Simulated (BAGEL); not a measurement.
# BSiH4F (SMILES FB[SiH3]): HF/6-31G(d) (density fitting with qzvpp-jkfit, spherical functions)

What is the vertical electron affinity of BSiH4F at HF/6-31G* (density fitting with qzvpp-jkfit, spherical functions)? 

The calculation is run with BAGEL 1.2.2.

1 further run of the same task is left out (it didn't finish). Runs told in other sessions of the task aren't counted.

## (1) The system as given

The species is BSiH4F (7 atoms), meant as a singlet with charge 0. SMILES: `FB[SiH3]`. The coordinates come from a PBE0-D4/def2-TZVP relaxation.

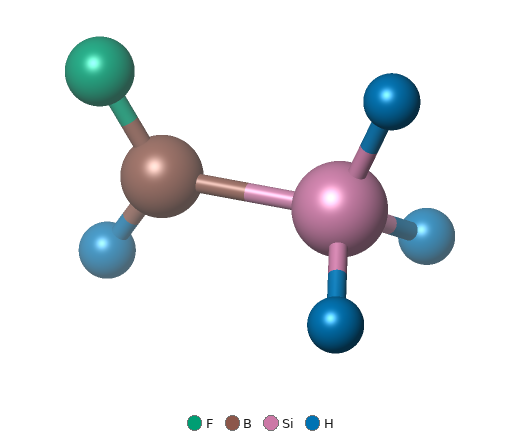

Viewed from a chosen angle; fluorine teal, boron brown, silicon pink, hydrogen blue.

## (2) A single-point energy at HF/6-31G(d) (density fitting with qzvpp-jkfit, spherical functions)

The input, input.json:

```json
{ "bagel" : [

{
  "title" : "molecule",
  "basis" : "6-31gs.json",
  "df_basis" : "qzvpp-jkfit",
  "angstrom" : "true",
  "geometry" : [
    { "atom" : "F", "xyz" : [      -1.379400,      -1.601500,       0.571800 ] },
    { "atom" : "B", "xyz" : [      -0.186700,      -1.168700,       0.204000 ] },
    { "atom" : "Si", "xyz" : [       0.146300,       0.805600,      -0.161100 ] },
    { "atom" : "H", "xyz" : [       0.673400,      -2.004900,       0.107300 ] },
    { "atom" : "H", "xyz" : [       0.733100,       0.954500,      -1.522300 ] },
    { "atom" : "H", "xyz" : [       1.152900,       1.303800,       0.818800 ] },
    { "atom" : "H", "xyz" : [      -1.078400,       1.642900,      -0.064200 ] }
  ]
},

{
  "title" : "hf"
},

{
  "title" : "print",
  "file" : "orbitals.molden",
  "orbitals" : "true"
}

]}
```

The basis set 6-31G* is read from a file made from the Basis Set Exchange's data (not shown).

The run is started by

```
$ BAGEL_NUM_THREADS=1 BAGEL input.json > input.out
```

The program printed:

```text
* using 1 threads per process

  ===============================================================
  ===============================================================

  *** Geometry ***

  { "atom" : "F", "xyz" : [     -2.606688,     -3.026396,      1.080545 ] },
  { "atom" : "B", "xyz" : [     -0.352812,     -2.208523,      0.385504 ] },
  { "atom" : "Si", "xyz" : [      0.276467,      1.522363,     -0.304435 ] },
  { "atom" : "H", "xyz" : [      1.272542,     -3.788712,      0.202768 ] },
  { "atom" : "H", "xyz" : [      1.385358,      1.803744,     -2.876730 ] },
  { "atom" : "H", "xyz" : [      2.178665,      2.463825,      1.547308 ] },
  { "atom" : "H", "xyz" : [     -2.037881,      3.104631,     -0.121320 ] },

  Number of auxiliary basis functions:      352

  Since a DF basis is specified, we compute 2- and 3-index integrals:
    o Being stored without compression. Storage requirement is 0.008 GB

  Number of basis functions:       54
  Number of electrons      :       32

    * METHOD: MOLECULE                             0.09

  *** RHF ***

  === Nuclear Repulsion ===
    88.5225406810

      * DIIS with orbital gradients will be used.

  === RHF iteration (6-31gs.json) ===
      0       -415.26722085          0.02228369           0.01
      1       -415.34967852          0.01394885           0.01
      2       -415.38574356          0.00192540           0.01
      3       -415.38710720          0.00024224           0.02
      4       -415.38713229          0.00005124           0.01
      5       -415.38713398          0.00001180           0.01
      6       -415.38713407          0.00000263           0.01
      7       -415.38713408          0.00000053           0.01
      8       -415.38713408          0.00000013           0.01
      9       -415.38713408          0.00000006           0.01
     10       -415.38713408          0.00000002           0.01
     11       -415.38713408          0.00000000           0.01
    * SCF iteration converged.

    * Permanent dipole moment:
           (   -0.227398,    -0.016901,     0.067754) a.u.

    * METHOD: HF                                   0.22

    * METHOD: PRINT                                0.00

  ===============================================================
```

Wall time 0.48 s (1 thread of Intel Xeon 6975P-C (Granite Rapids), shared host).

## (3) The doublet anion at the same level

input.json, as its differences from that of step 2:

```diff
@@ -19,3 +19,5 @@
 {
-  "title" : "hf"
+  "title" : "uhf",
+  "charge" : -1,
+  "nopen" : 1
 },
```

The basis set 6-31G* is read from a file made from the Basis Set Exchange's data (not shown).

The run is started by

```
$ BAGEL_NUM_THREADS=1 BAGEL input.json > input.out
```

The program printed:

```text
* using 1 threads per process

  ===============================================================
  ===============================================================

  *** Geometry ***

  { "atom" : "F", "xyz" : [     -2.606688,     -3.026396,      1.080545 ] },
  { "atom" : "B", "xyz" : [     -0.352812,     -2.208523,      0.385504 ] },
  { "atom" : "Si", "xyz" : [      0.276467,      1.522363,     -0.304435 ] },
  { "atom" : "H", "xyz" : [      1.272542,     -3.788712,      0.202768 ] },
  { "atom" : "H", "xyz" : [      1.385358,      1.803744,     -2.876730 ] },
  { "atom" : "H", "xyz" : [      2.178665,      2.463825,      1.547308 ] },
  { "atom" : "H", "xyz" : [     -2.037881,      3.104631,     -0.121320 ] },

  Number of auxiliary basis functions:      352

  Since a DF basis is specified, we compute 2- and 3-index integrals:
    o Being stored without compression. Storage requirement is 0.008 GB

  Number of basis functions:       54
  Number of electrons      :       32

    * METHOD: MOLECULE                             0.08

  *** Open-shell HF ***

  === Nuclear Repulsion ===
    88.5225406810

      * DIIS with orbital gradients will be used.

  === UHF iteration (6-31gs.json) ===
      0       -415.18578201          0.04468114           0.03
      1       -415.29608717          0.02442080           0.02
      2       -415.32022084          0.01389749           0.02
      3       -415.33058540          0.00112949           0.03
      4       -415.33079656          0.00029504           0.02
      5       -415.33082936          0.00007816           0.02
      6       -415.33084072          0.00003556           0.02
      7       -415.33084399          0.00001975           0.03
      8       -415.33084506          0.00000288           0.02
      9       -415.33084508          0.00000075           0.02
     10       -415.33084508          0.00000033           0.02
     11       -415.33084508          0.00000014           0.03
     12       -415.33084508          0.00000005           0.02
     13       -415.33084508          0.00000002           0.02
     14       -415.33084508          0.00000001           0.02
     15       -415.33084508          0.00000001           0.03
    * SCF iteration converged.

    * S^2 (UHF) is 0.7607

    * Permanent dipole moment:
           (    0.238190,    -0.635060,     0.024304) a.u.

    * METHOD: UHF                                  0.48

    * METHOD: PRINT                                0.00

  ===============================================================
```

It took 0.73 s on 1 thread of Intel Xeon 6975P-C (Granite Rapids), shared host.

## (4) Summary of results

Level: HF/6-31G* (density fitting with qzvpp-jkfit, spherical functions).

| quantity | value |
| --- | --- |
| singlet BSiH4F: total energy | -415.38713 Eh |
| singlet BSiH4F: dipole moment | 0.60 D |
| singlet BSiH4F: HOMO energy | -11.26 eV |
| singlet BSiH4F: LUMO energy | 2.32 eV |
| singlet BSiH4F: HOMO–LUMO gap | 13.58 eV |
| doublet anion: total energy | -415.33085 Eh |
| doublet anion: ⟨S²⟩ | 0.761 |
| vertical electron affinity (to the doublet anion) | -1.532 eV |

The anion lies 1.53 eV (35 kcal/mol) above the neutral: the electron isn't bound at this level, and such a value depends on the basis. Without diffuse functions anions come out too high. Hartree–Fock misses the correlation that binds many anions.
